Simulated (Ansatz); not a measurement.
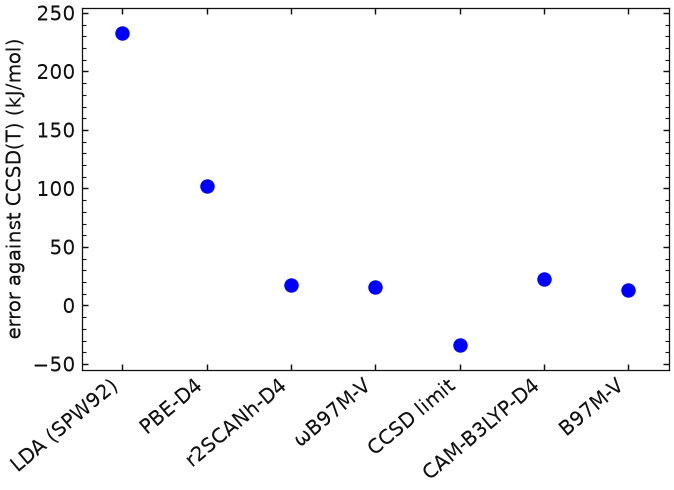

Error in the electronic atomisation energy (method less reference, so positive means overbinding) of O₂, triplet: functionals in def2-TZVPP against frozen-core CCSD(T) at the limit (scheme: direct), which gives 499.1 kJ/mol, at a PBE0-D4/def2-TZVP geometry (a minimum by its frequencies), no zero-point or spin-orbit term, the Ansatz code 0.2.0. The reference leaves out core correlation, a term that grows with the number of heavy atoms. Limit means the basis limit.

What range do the values span?

Answer. From −33.6 kJ/mol (CCSD limit) to 232.9 kJ/mol (LDA (SPW92)).

Give the values.

Answer.
| level | kJ/mol |
| --- | --- |
| LDA (SPW92) | 232.9 |
| PBE-D4 | 101.8 |
| r2SCANh-D4 | 17.6 |
| ωB97M-V | 16.2 |
| CCSD limit | −33.6 |
| CAM-B3LYP-D4 | 22.5 |
| B97M-V | 12.9 |

Limits of at least one run: other spin states weren't compared here.
